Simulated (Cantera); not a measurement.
Input: 1 mol SiC, 0.72 mol N2O, 9.6 mol H2, held at 82.0 mbar.

These are equilibrium values from Cantera (NASA tables, ideal gas, pure condensed phases), not measurements of a reactor. Candidate condensed phases: C, C6H6, C7H8, C8H18, H2O, Si, SiC, SiO2, Si2N2O, Si3N4; 151 gas species. Mutual solubility and eutectic melting of coexisting phases are not modelled. Gases not in the tables: Si2H6 and higher silanes. Equilibrium is a limit: real reactors are often held back by kinetics, nucleation or transport.

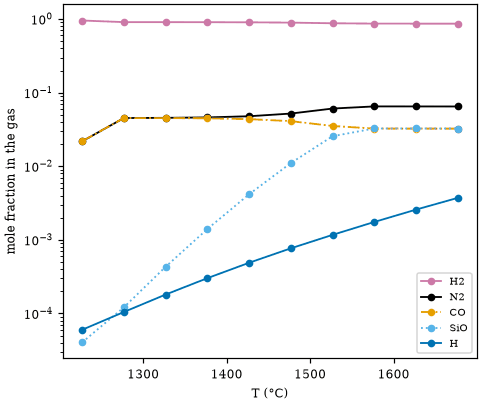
Equilibrium gas composition (values under 1e-9 drawn at 1e-9)

Read off the mole fractions at 1427 °C.

H2 about 0.90, N2 about 0.048, CO about 0.044, SiO about 0.0042, H about 0.00049.
